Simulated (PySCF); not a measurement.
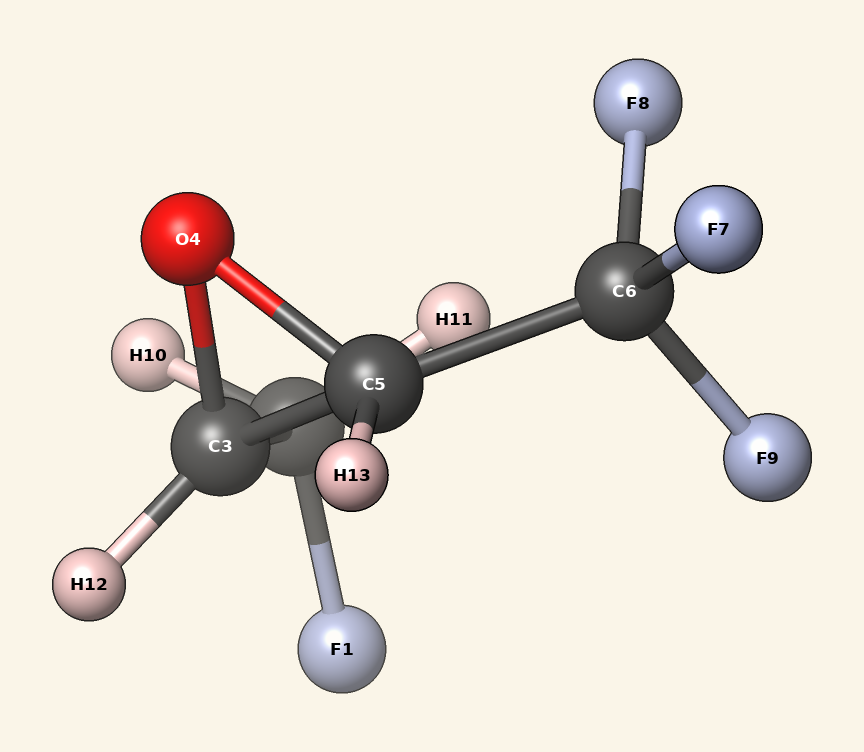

C2 lies behind C3. The molecule seen a little off the C3–C2 bond, C3 in front. Depth is shown by fading: the farther an atom, the more it takes the colour of the background. Geometry: an end point of a reaction path computed with GFN2-xTB.

**What is the torsion angle O4–C3–C2–F1? The sign is positive where the front bond must turn clockwise to cover the back bond.**

173°, antiperiplanar (anti). The bonds about C3–C2 are eclipsed.
